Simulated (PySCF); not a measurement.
## B$_{3}$SiN$_{3}$H$_{6}$O$_{2}$: excited-state calculation

- system: B$_{3}$SiN$_{3}$H$_{6}$O$_{2}$
- method: TDDFT CAM-B3LYP/def2-SVPD, vertical, gas phase, core orbitals frozen in the response (PySCF 2.14.0)

The geometry comes from this level: PBE0-D3(BJ)/def2-SVP.

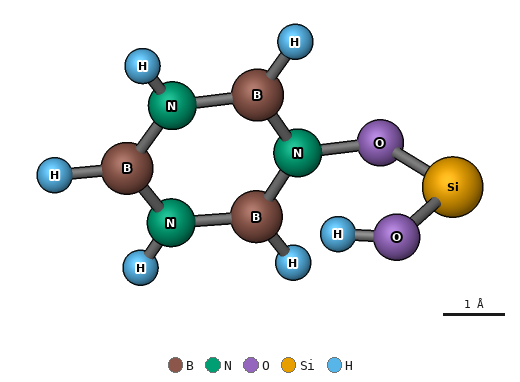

Fig. 1: The structure as given in the input (ball-and-stick view, seen at a tilt). Bond lengths as drawn: B–H 1.20 to 1.21 Å, B–N 1.42 to 1.43 Å, H–N 1.01 Å, H–O 0.97 Å, N–O 1.39 Å and O–Si 1.66 to 1.71 Å.

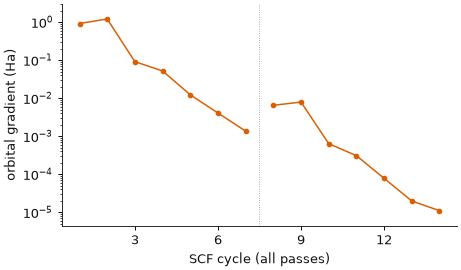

Fig. 2: Convergence of the self-consistent field: orbital gradient against the SCF cycle. The dotted line marks the change from a coarse to the final integration grid. The first 7 cycles use a coarse grid, the final grid takes over at cycle 8, and the field converges after 14 cycles in all.

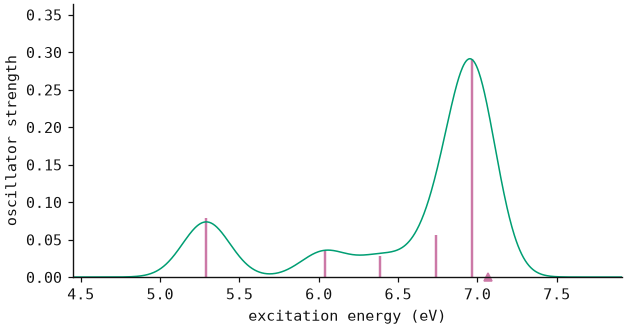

Fig. 3: Computed excitations as sticks (degenerate states added up, dark ones marked on the axis), with a Gaussian envelope of 0.35 eV full width at half maximum, scaled to the tallest. Of the 6 states the lowest lies at 5.29 eV (f = 0.078); the strongest line is at 6.97 eV, or 178 nm (f = 0.291).

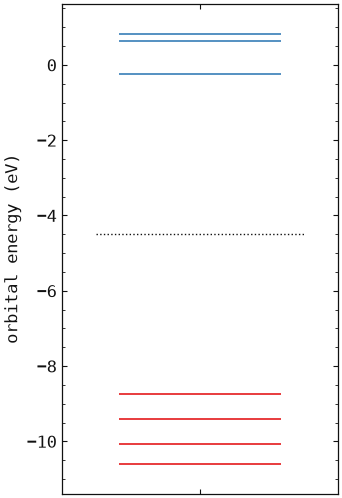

Fig. 4: Orbital energies near the frontier; the dotted line parts filled from empty levels, and levels within 0.02 eV of each other stand side by side. Highest filled −8.74 eV, lowest empty −0.25 eV, 8.49 eV apart.

The input and output of the run follow.

Input:
```
{"job": {"kind": "uv", "xc": "CAM-B3LYP", "basis": "def2-SVPD", "nstates": 6, "ntriplets": 2, "ip": true}, "charge": 0, "multiplicity": 1}
B      0.344949     0.890446    -0.923673
N     -0.819049     1.542998    -0.426866
B     -1.834902     0.873937     0.319316
N     -1.638872    -0.515969     0.575868
B     -0.503986    -1.244612     0.118900
N      0.481088    -0.499421    -0.606025
O      1.577020    -1.185784    -1.116776
Si     3.049691    -1.319554    -0.261016
O      2.714774    -0.487645     1.137758
H      1.196171     1.458916    -1.558345
H     -0.933512     2.528140    -0.627288
H     -2.813665     1.457909     0.717742
H     -2.344771    -1.016373     1.100562
H     -0.345263    -2.418317     0.336940
H      1.833795    -0.100928     1.243320
```

The first line tells a small driver script what to run in PySCF; the rest is the geometry in Å.

Command:
```bash
OMP_NUM_THREADS=1 python <driver script> task.json out
```

The program's output:
```
coarse grid: 13960 points
cycle   1  E = -681.8112380856  dE =  1.370e+00  |g| = 9.152e-01  |ddm| = 9.956e+00
cycle   2  E = -681.7119076701  dE =  9.933e-02  |g| = 1.206e+00  |ddm| = 2.870e+00
cycle   3  E = -681.9831306508  dE = -2.712e-01  |g| = 9.109e-02  |ddm| = 1.518e+00
cycle   4  E = -681.9843675954  dE = -1.237e-03  |g| = 5.192e-02  |ddm| = 3.344e-01
cycle   5  E = -681.9849131818  dE = -5.456e-04  |g| = 1.229e-02  |ddm| = 1.003e-01
cycle   6  E = -681.9849413447  dE = -2.816e-05  |g| = 4.083e-03  |ddm| = 3.318e-02
cycle   7  E = -681.9849444338  dE = -3.089e-06  |g| = 1.365e-03  |ddm| = 8.475e-03
final grid: 133176 points
cycle   8  E = -682.0885921583  dE = -3.642e-05  |g| = 6.501e-03  |ddm| = 1.623e-01
cycle   9  E = -682.0885888541  dE =  3.304e-06  |g| = 7.907e-03  |ddm| = 2.390e-02
cycle  10  E = -682.0886009194  dE = -1.207e-05  |g| = 6.389e-04  |ddm| = 1.097e-02
cycle  11  E = -682.0886009852  dE = -6.577e-08  |g| = 3.092e-04  |ddm| = 1.642e-03
cycle  12  E = -682.0886010047  dE = -1.957e-08  |g| = 7.839e-05  |ddm| = 7.779e-04
cycle  13  E = -682.0886010062  dE = -1.473e-09  |g| = 1.988e-05  |ddm| = 2.426e-04
cycle  14  E = -682.0886010063  dE = -8.390e-11  |g| = 1.108e-05  |ddm| = 4.258e-05
converged SCF energy = -682.0886010063

Static polarisability (au): isotropic 95.750, principal 74.204 93.660 119.385

Singlet excitations
state   eV       nm        f      main configurations
  1   5.2915    234.3   0.07838   H->L 0.96
  2   6.0368    205.4   0.03632   H-1->L 0.90
  3   6.3893    194.0   0.02791   H->L+3 0.48, H-1->L+3 0.31, H-2->L+2 0.12
  4   6.7386    184.0   0.05545   H->L+1 0.58, H->L+5 0.13, H-1->L+1 0.12
  5   6.9672    178.0   0.29120   H->L+2 0.46, H-1->L+2 0.26, H->L+5 0.08
  6   7.0686    175.4   0.00091   H-3->L 0.64, H-1->L+1 0.09

Triplet excitations (Tamm-Dancoff, eV): 3.3697 5.4526
Vertical ionisation energy (delta-SCF) = 9.4724 eV
Vertical electron affinity (delta-SCF) = -0.4596 eV
```

Summary:

```json
{"quantity": "outcome", "value": "converged"}
{"quantity": "total energy", "value": "−682.088601 hartree"}
{"quantity": "HOMO", "value": "−8.74 eV"}
{"quantity": "LUMO", "value": "−0.25 eV"}
{"quantity": "dipole moment", "value": "2.75 D"}
{"quantity": "mean polarisability", "value": "95.75 a.u."}
{"quantity": "vertical ionisation energy", "value": "9.47 eV"}
{"quantity": "vertical electron affinity", "value": "−0.46 eV"}
{"quantity": "lowest singlet excitation", "value": "5.29 eV"}
{"quantity": "hardware", "value": "1 CPU thread, shared host"}
{"quantity": "wall time", "value": "3.9 min"}
{"quantity": "peak memory", "value": "1.3 GiB"}
```
